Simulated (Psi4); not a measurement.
# SiNH2F (SMILES N[Si]F) at CC2/6-31G(d,p) (Cartesian functions)

What is the energy change on altering one bond length of SiNH2F at CC2/6-31G** (Cartesian functions)? 

The calculation is run with Psi4 1.11.

1 further run of the same task is left out (it didn't finish).

## (1) The system as given

SiNH2F: 5 atoms, total charge 0, spin state singlet. As SMILES, `N[Si]F`. The coordinates come from a PBE0-D4/def2-TZVP relaxation. This is one conformer, not always the lowest.

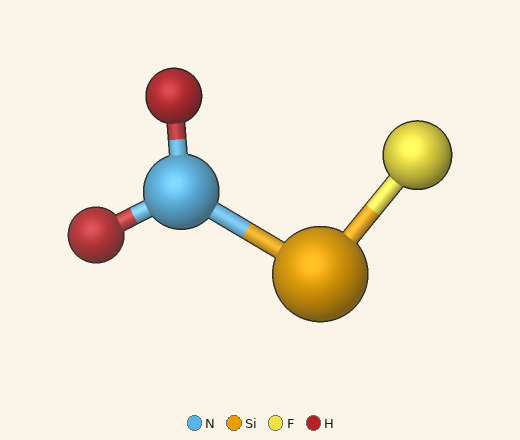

Viewed from a chosen angle; nitrogen blue, silicon amber, fluorine yellow, hydrogen red.

## (2) The energy at CC2/6-31G(d,p) (Cartesian functions)

File input.in:

```
memory 1600 mb

molecule mol {
  0 1
  N     -0.421300     0.240100    -0.331100
  Si     0.136100    -1.133600     0.505100
  F      1.565400    -0.548800     1.001500
  H      0.085400     1.109600    -0.420900
  H     -1.315700     0.259100    -0.796000
}

set globals {
  basis       6-31G**
  scf_type    pk
  freeze_core true
}

e_tot, wfn = energy("cc2", return_wfn=True)
print_variables()
```

Started as:

```
$ psi4 -n 1 input.in input.out
```

input.out, cut to the lines that bear on the results:

```text
[...]
  Running in c1 symmetry.
[...]
  Nuclear repulsion =  101.776393563974182
[...]
  Multiplicity = 1
[...]
  Nalpha       = 16
  Nbeta        = 16
[...]
    Number of basis functions: 59
[...]
   @RHF iter   1:  -443.94749098550460   -8.37444e-01   7.70979e-03 ADIIS/DIIS
[...]
   @RHF iter  11:  -444.03583946630289   -3.46745e-12   5.93682e-09 DIIS
[...]
    Orbital Energies [Eh]
    ---------------------
    Doubly Occupied:
       1A    -68.808388     2A    -26.267369     3A    -15.563570
       4A     -6.157150     5A     -4.260371     6A     -4.260104
       7A     -4.258320     8A     -1.557817     9A     -1.150999
      10A     -0.737130    11A     -0.680842    12A     -0.648927
      13A     -0.631427    14A     -0.601291    15A     -0.434180
      16A     -0.354352
[...]
  @RHF Final Energy:  -444.03583946630289
   => Energetics <=
    Nuclear Repulsion Energy =            101.7763935639741817
    One-Electron Energy =                -818.8799884748156046
    Two-Electron Energy =                 273.0677554445384771
    Total Energy =                       -444.0358394663028889
[...]
 Multipole Moments:
 ------------------------------------------------------------------------------------
     Multipole            Electronic (a.u.)      Nuclear  (a.u.)        Total (a.u.)
 ------------------------------------------------------------------------------------
 L = 1.  Multiply by 2.5417464519 to convert [e a0] to [Debye]
 Dipole X            :          2.4096291           -3.0243650           -0.6147359
 Dipole Y            :         -1.8053929            2.3397146            0.5343217
 Dipole Z            :          1.9566735           -2.4854442           -0.5287708
 Magnitude           :                                                    0.9710811
[...]
      * MP2 total energy                      = -444.458847673346554
[...]
```

Wall time 6 s (1 thread of AMD EPYC 7B13 (Zen 3), shared host); peak memory 0.26 GiB.

## (3) The distorted shape, same level

File fh2nsi.sdf:

```

     RDKit          3D

  5  4  0  0  0  0  0  0  0  0999 V2000
   -0.5328    0.5149   -0.4984 N   0  0  0  0  0  0  0  0  0  0  0  0
    0.1361   -1.1336    0.5051 Si  0  0  0  0  0  3  0  0  0  0  0  0
    1.5654   -0.5488    1.0015 F   0  0  0  0  0  0  0  0  0  0  0  0
   -0.0261    1.3844   -0.5882 H   0  0  0  0  0  0  0  0  0  0  0  0
   -1.4272    0.5339   -0.9633 H   0  0  0  0  0  0  0  0  0  0  0  0
  2  1  2  0
  3  2  1  0
  4  1  1  0
  5  1  1  0
M  CHG  2   1   1   2  -1
M  END
$$$$
```

File run.py:

```python
import psi4
from rdkit import Chem

psi4.set_memory('1600 MB')
psi4.set_num_threads(1)
psi4.core.set_output_file('psi4.out', False)

rd = Chem.SDMolSupplier('fh2nsi.sdf', removeHs=False, sanitize=False)[0]
xyz = rd.GetConformer().GetPositions()
atoms = '\n'.join(f'{a.GetSymbol()} {x:.4f} {y:.4f} {z:.4f}' for a, (x, y, z) in zip(rd.GetAtoms(), xyz))
m = psi4.geometry('0 1\n' + atoms + '')

psi4.set_options(dict(basis='6-31G**', scf_type='pk', freeze_core=True))

E, wfn = psi4.energy("cc2", return_wfn=True)
print('E =', round(E, 9))
```

Started as:

```
$ python run.py
```

psi4.out, cut to the lines that bear on the results:

```text
[...]
  Running in c1 symmetry.
[...]
  Nuclear repulsion =   94.398623148150136
[...]
  Multiplicity = 1
[...]
  Nalpha       = 16
  Nbeta        = 16
[...]
    Number of basis functions: 59
[...]
   @RHF iter   1:  -443.89202974519912   -1.11448e+00   8.14471e-03 ADIIS/DIIS
[...]
   @RHF iter  12:  -443.99440427002776   -5.11591e-13   2.50842e-09 DIIS
[...]
    Orbital Energies [Eh]
    ---------------------
    Doubly Occupied:
       1A    -68.857377     2A    -26.291396     3A    -15.536875
       4A     -6.199296     5A     -4.301716     6A     -4.301418
       7A     -4.298834     8A     -1.578473     9A     -1.081903
      10A     -0.743172    11A     -0.660336    12A     -0.649745
      13A     -0.621729    14A     -0.557170    15A     -0.378277
      16A     -0.373245
[...]
  @RHF Final Energy:  -443.99440427002776
   => Energetics <=
    Nuclear Repulsion Energy =             94.3986231481501363
    One-Electron Energy =                -803.9241290605301629
    Two-Electron Energy =                 265.5311016423522688
    Total Energy =                       -443.9944042700277578
[...]
 Multipole Moments:
 ------------------------------------------------------------------------------------
     Multipole            Electronic (a.u.)      Nuclear  (a.u.)        Total (a.u.)
 ------------------------------------------------------------------------------------
 L = 1.  Multiply by 2.5417464519 to convert [e a0] to [Debye]
 Dipole X            :          2.8195448           -3.2061476           -0.3866028
 Dipole Y            :         -2.8885221            2.7877312           -0.1007910
 Dipole Z            :          2.6009299           -2.7581996           -0.1572698
 Magnitude           :                                                    0.4293650
[...]
      * MP2 total energy                      = -444.424036597707470
[...]
```

Standard output:

```text
E = -444.433232815
```

Run time: 6.3 s. Hardware: 1 thread of AMD EPYC 7B13 (Zen 3), shared host; peak memory 0.3 GiB.

## (4) Results

Level: CC2/6-31G** (Cartesian functions), 7 core orbitals frozen.

| quantity | value |
| --- | --- |
| first shape: ground-state or mean-field energy | -444.46499 Eh |
| first shape: HOMO energy (Hartree–Fock orbitals) | -9.64 eV |
| first shape: LUMO energy (Hartree–Fock orbitals) | 2.26 eV |
| first shape: HOMO–LUMO gap (Hartree–Fock orbitals) | 11.90 eV |
| first shape: correlation energy (7 core orbitals frozen) | -429.1 mEh |
| first shape: T1 diagnostic | 0.018 |
| distorted shape: ground-state or mean-field energy | -444.43323 Eh |
| distorted shape: HOMO energy (Hartree–Fock orbitals) | -10.16 eV |
| distorted shape: LUMO energy (Hartree–Fock orbitals) | 1.35 eV |
| distorted shape: HOMO–LUMO gap (Hartree–Fock orbitals) | 11.51 eV |
| distorted shape: correlation energy (7 core orbitals frozen) | -438.8 mEh |
| distorted shape: T1 diagnostic | 0.028 |
| energy change with the N1–Si2 bond stretched from 1.702 to 2.043 Å | 0.864 eV |

In words: With the N1–Si2 bond stretched from 1.702 to 2.043 Å the energy rises by 0.86 eV (83.4 kJ/mol). The first shape isn't relaxed at this level, so the change isn't measured from a minimum. The T1 diagnostic (distorted shape) of 0.028 is above the customary mark for such species, so a single reference may not serve.
